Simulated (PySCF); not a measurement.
SnCl (doublet)

```yaml
atoms:
  - { symbol: Sn, position_ang: [0.0000, 0.0000, -0.5460] }
  - { symbol: Cl, position_ang: [0.0000, 0.0000, 1.8720] }
```

Core potentials replace the inner electrons of Sn.

The calculation used PBE0/def2-SVPD, non-relativistic Hamiltonian with scalar-relativistic core potentials where named, at a bond length of 2.418 Å in PySCF 2.14.0.

Question: What can the converged electron density, electron localisation function and spin density tell about the bonding?

Answer: Sn–Cl (2.42 Å): the density is about 0.47 e/Å³ at the midpoint; the ELF peaks at about 0.85 in the valence shell of Cl, 0.8 Å from its nucleus, and drops to about 0.15 between the two atoms.
The unpaired spin (1 electron) lies mostly on Sn1 (about 0.9), in electrons by Hirshfeld's partition.

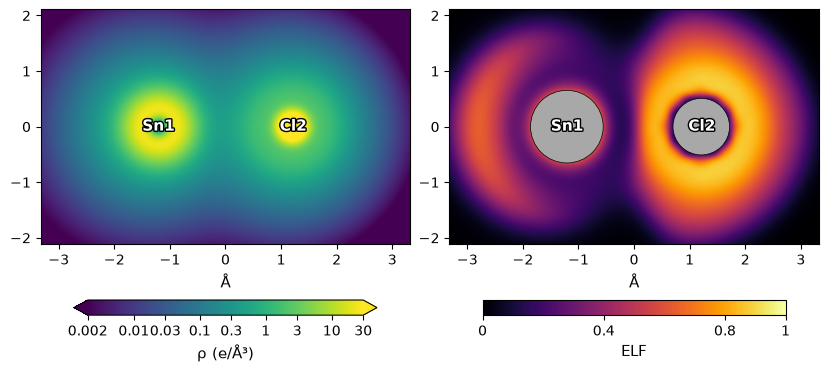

Computed electron density and electron localisation function on a plane that holds the molecular axis, in this order. Grey discs cover the atomic cores in the ELF map. 
